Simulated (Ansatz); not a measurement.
We consider TiAl3 (I4/mmm, No. 139), described by LDA (PAW; Ansatz, a first-principles code).

Settings: plane-wave cutoff 520 eV, 20×20×20 k mesh, Fermi–Dirac smearing 0.05 eV, no spin polarisation, scalar-relativistic PAW data made under PBE.

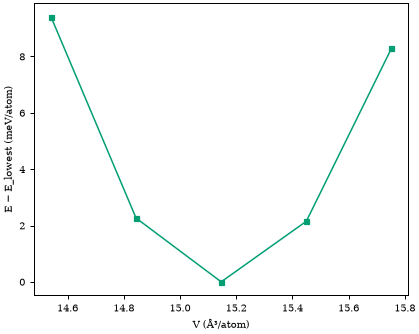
Figure: Total energy against volume

From the curve, estimate the equilibrium volume and the bulk modulus.

V0 ≈ 15.1 Å³/atom and B0 ≈ 120 GPa; the fit gives V0 = 15.145 Å³/atom, B0 = 117 GPa, B′ = 4.1.

Shape and atoms are relaxed at each volume.

Measured, for comparison: equilibrium volume per atom 15.93 Å³/atom (temperature not stated, no zero-point or thermal correction; as tabulated in P. Norby and A. Norlund Christensen, Acta Chemica Scandinavica A40, 157 (1986)). Computed less measured: equilibrium volume per atom -4.9 %.

Static lattice: no zero-point or thermal effects.
